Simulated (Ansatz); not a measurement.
# C₄H₈Si: small, medium and large basis sets

How large a basis does C₄H₈Si need? Two functionals are run in growing sets.

Method: one geometry, several basis sets; program: Ansatz 0.2.0, Gaussian basis.

The runs, in order: PBE0-D4/def2-SVP; ωB97M-V/def2-SVP; PBE0-D4/def2-QZVPP; ωB97M-V/def2-QZVPP; the functionals' def2-TZVPP values are taken from earlier runs.

## (1) Structure used throughout

All runs share one geometry, relaxed beforehand with PBE0-D4 in a triple-zeta def2 set.

SMILES `C#CC(C)[SiH3]`, 13 atoms, charge 0, spin multiplicity 1.

Atoms are counted from 1 here; the program's logs count them from 0.

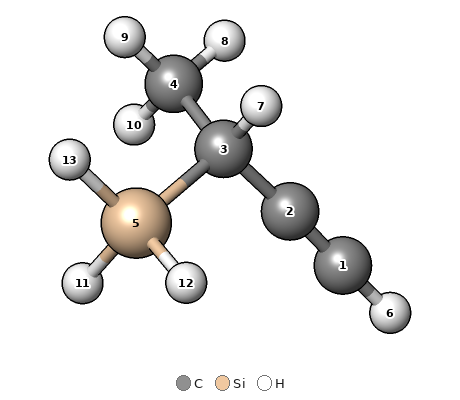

The structure; carbon grey, silicon light orange, hydrogen white; atoms are numbered from 1 in the order of the file.

## (2) PBE0-D4 in def2-SVP

File in.yaml:

```yaml
crystal:
  periodic: [false, false, false]
  atoms:
    - {symbol: C, position_ang: [-1.683017, 1.916073, 0.008250]}
    - {symbol: C, position_ang: [-0.733121, 1.189051, -0.111306]}
    - {symbol: C, position_ang: [0.378185, 0.269447, -0.238668]}
    - {symbol: C, position_ang: [1.147352, 0.089447, 1.074985]}
    - {symbol: Si, position_ang: [-0.289544, -1.384443, -0.887849]}
    - {symbol: H, position_ang: [-2.517654, 2.568176, 0.109070]}
    - {symbol: H, position_ang: [1.061009, 0.650584, -1.008655]}
    - {symbol: H, position_ang: [1.541148, 1.044919, 1.427720]}
    - {symbol: H, position_ang: [1.984614, -0.598970, 0.940376]}
    - {symbol: H, position_ang: [0.496578, -0.311665, 1.854616]}
    - {symbol: H, position_ang: [-1.228338, -1.958235, 0.109813]}
    - {symbol: H, position_ang: [-0.987123, -1.186015, -2.182858]}
    - {symbol: H, position_ang: [0.850310, -2.322969, -1.080794]}
basis:
  gaussian: {orbitals: def2-SVP}
hamiltonian: {xc: pbe0, dispersion: d4}
output: {orbitals: {seedname: orbitals}}
```

Started as:

```bash
$ ansatz run in.yaml --threads 4 --pin off --events-out ev --progress --plain --max-ram 10444MiB
```

Output:

```text
Functional definition: PBE0
  name "PBE0"
  cite "Adamo & Barone, J. Chem. Phys. 110, 6158 (1999) doi:10.1063/1.478522"
  cite "Perdew, Burke & Ernzerhof, Phys. Rev. Lett. 77, 3865 (1996) doi:10.1103/PhysRevLett.77.3865"
  parent pbe
  parameter a = 0.25
  parameter kappa = 0.804
  parameter beta = 0.06672455060314922
  exchange = (1 - a)*pbe_x(kappa = kappa, mu = beta*pi^2/3) + a*exact_x
  correlation = pbe_c(beta = beta)
1292 factors; their error is unknown
mean field evaluation 1: about -12133.8414 eV, gradient 4.7e1 eV
mean field evaluation 2: about -12133.4571 eV, gradient 4.8e1 eV
mean field evaluation 4: about -12139.6841 eV, gradient 4.4e0 eV
mean field evaluation 8: about -12139.7284 eV, gradient 3.3e-2 eV
mean field evaluation 16: about -12139.7740 eV, gradient 1.7e-5 eV
mean field -12139.77403098 eV, -446.1284670040 hartree, gradient 1.7e-5 eV, S^2 0.000000; 0 other end points of the search recorded, 0 dependent functions left out
reference -12139.77406006 eV, -446.1284680727 hartree; 23, 23 occupied and 91, 91 virtual orbitals, 1292 factors
Total energy: -12140.01108737 eV, -446.1371786657 hartree
```

Wall time 1.2 s (4 threads of Arm Neoverse V1, shared host).

## (3) ωB97M-V in def2-SVP

Changes to in.yaml since step 2:

```diff
@@ -18,3 +18,3 @@
   gaussian: {orbitals: def2-SVP}
-hamiltonian: {xc: pbe0, dispersion: d4}
+hamiltonian: {xc: {name: wB97M-V}}
 output: {orbitals: {seedname: orbitals}}
```

The command is unchanged.

Output (excerpt; [...] marks lines left out):

```text
Functional definition: wB97M-V
  name "wB97M-V"
  cite "Mardirossian & Head-Gordon, J. Chem. Phys. 144, 214110 (2016) doi:10.1063/1.4952647"
  cite "Becke, J. Chem. Phys. 107, 8554 (1997) doi:10.1063/1.475007"
  cite "Vydrov & Van Voorhis, J. Chem. Phys. 133, 244103 (2010) doi:10.1063/1.3521275"
  # Of w^i u^j: cxij and so on, Table III.
[...]
  gx(w, u) = 1 - cx + cx01*u + cx10*w
  gss(w, u) = css00 + css04*u^4 + css10*w + css20*w^2 + css43*w^4*u^3
  gos(w, u) = cos00 + cos10*w + (cos20 + cos21*u)*w^2 + (cos60 + cos61*u)*w^6
[...]
      + integral(e_c_pw_mod_opposite_spin*gos(b97_w_opposite, b97_u_opposite)) + vv10(b, c)
1292 factors; their error is unknown
352 factors; integrals over basis functions are off by at most 6.4e-6 eV
[...]
mean field -12145.39023771 eV, -446.3348587948 hartree, gradient 8.4e-5 eV, S^2 0.000000; 0 other end points of the search recorded, 0 dependent functions left out
reference -12145.39028403 eV, -446.3348604970 hartree; 23, 23 occupied and 91, 91 virtual orbitals, 1292 factors
Total energy: -12145.39028403 eV, -446.3348604970 hartree
```

It took 4.2 s on 4 threads of Arm Neoverse V1, shared host; peak memory 0.35 GiB.

## (4) PBE0-D4 in def2-QZVPP

Changes to in.yaml since step 3:

```diff
@@ -17,4 +17,4 @@
 basis:
-  gaussian: {orbitals: def2-SVP}
-hamiltonian: {xc: {name: wB97M-V}}
+  gaussian: {orbitals: "def2-QZVPP.json"}
+hamiltonian: {xc: pbe0, dispersion: d4}
 output: {orbitals: {seedname: orbitals}}
```

Same command.

Output:

```text
Functional definition: PBE0
  name "PBE0"
  cite "Adamo & Barone, J. Chem. Phys. 110, 6158 (1999) doi:10.1063/1.478522"
  cite "Perdew, Burke & Ernzerhof, Phys. Rev. Lett. 77, 3865 (1996) doi:10.1103/PhysRevLett.77.3865"
  parent pbe
  parameter a = 0.25
  parameter kappa = 0.804
  parameter beta = 0.06672455060314922
  exchange = (1 - a)*pbe_x(kappa = kappa, mu = beta*pi^2/3) + a*exact_x
  correlation = pbe_c(beta = beta)
1569 factors; their error is unknown
mean field evaluation 1: about -12138.2521 eV, gradient 6.3e1 eV
mean field evaluation 2: about -12133.4239 eV, gradient 7.4e1 eV
mean field evaluation 4: about -12147.5506 eV, gradient 7.9e0 eV
mean field evaluation 8: about -12147.6879 eV, gradient 8.5e-2 eV
mean field evaluation 16: about -12147.6937 eV, gradient 4.4e-5 eV
mean field -12147.69374508 eV, -446.4195111293 hartree, gradient 4.4e-5 eV, S^2 0.000000; 0 other end points of the search recorded, 0 dependent functions left out
reference -12147.69379029 eV, -446.4195127907 hartree; 23, 23 occupied and 515, 515 virtual orbitals, 1569 factors
Total energy: -12147.93081760 eV, -446.4282233837 hartree
```

Wall time 11 s (4 threads of Arm Neoverse V1, shared host); peak memory 2 GiB.

## (5) ωB97M-V in def2-QZVPP

Changes to in.yaml since step 4:

```diff
@@ -18,3 +18,3 @@
   gaussian: {orbitals: "def2-QZVPP.json"}
-hamiltonian: {xc: pbe0, dispersion: d4}
+hamiltonian: {xc: {name: wB97M-V}}
 output: {orbitals: {seedname: orbitals}}
```

Same command.

Output (excerpt; [...] marks lines left out):

```text
Functional definition: wB97M-V
  name "wB97M-V"
  cite "Mardirossian & Head-Gordon, J. Chem. Phys. 144, 214110 (2016) doi:10.1063/1.4952647"
  cite "Becke, J. Chem. Phys. 107, 8554 (1997) doi:10.1063/1.475007"
  cite "Vydrov & Van Voorhis, J. Chem. Phys. 133, 244103 (2010) doi:10.1063/1.3521275"
  # Of w^i u^j: cxij and so on, Table III.
[...]
  gx(w, u) = 1 - cx + cx01*u + cx10*w
  gss(w, u) = css00 + css04*u^4 + css10*w + css20*w^2 + css43*w^4*u^3
  gos(w, u) = cos00 + cos10*w + (cos20 + cos21*u)*w^2 + (cos60 + cos61*u)*w^6
[...]
      + integral(e_c_pw_mod_opposite_spin*gos(b97_w_opposite, b97_u_opposite)) + vv10(b, c)
1549 factors; their error is unknown
430 factors; integrals over basis functions are off by at most 9.4e-6 eV
[...]
mean field -12153.57012061 eV, -446.6354639468 hartree, gradient 7.7e-5 eV, S^2 0.000000; 0 other end points of the search recorded, 0 dependent functions left out
reference -12153.57019289 eV, -446.6354666029 hartree; 23, 23 occupied and 515, 515 virtual orbitals, 1549 factors
Total energy: -12153.57019289 eV, -446.6354666029 hartree
```

Run time: 24 s. Hardware: 4 threads of Arm Neoverse V1, shared host; peak memory 2.4 GiB.

## (6) Density functionals: the series

The def2-TZVPP values come from earlier runs at the same geometry.

```csv
functional,basis,functions,energy (eV),from the largest (eV),HOMO (eV),LUMO (eV)
PBE0-D4,def2-SVP,114,-12140.0111,7.920,-7.34,0.86
PBE0-D4,def2-TZVPP,278,-12147.4231,0.508,-7.39,0.43
PBE0-D4,def2-QZVPP,538,-12147.9308,0.000,-7.40,0.22
ωB97M-V,def2-SVP,114,-12145.3903,8.180,-9.53,2.72
ωB97M-V,def2-TZVPP,278,-12153.0989,0.471,-9.58,2.01
ωB97M-V,def2-QZVPP,538,-12153.5702,0.000,-9.59,1.51
```

## (7) Results

```
                                       quantity          value
PBE0-D4: double and triple zeta above quadruple  7.92, 0.51 eV
ωB97M-V: double and triple zeta above quadruple  8.18, 0.47 eV
```

What this shows: For PBE0-D4 the step from double to triple zeta gains 7.41 eV and the next only 0.51 eV. These are total energies; as a rule much of such shifts cancels in differences, which this series doesn't test. The LUMO of ωB97M-V is positive and keeps falling with the basis (2.72 to 1.51 eV): an unbound level that the basis holds in place.

For PBE0-D4 the largest set took about 8 times as long as the smallest (11 s against 1.2 s).
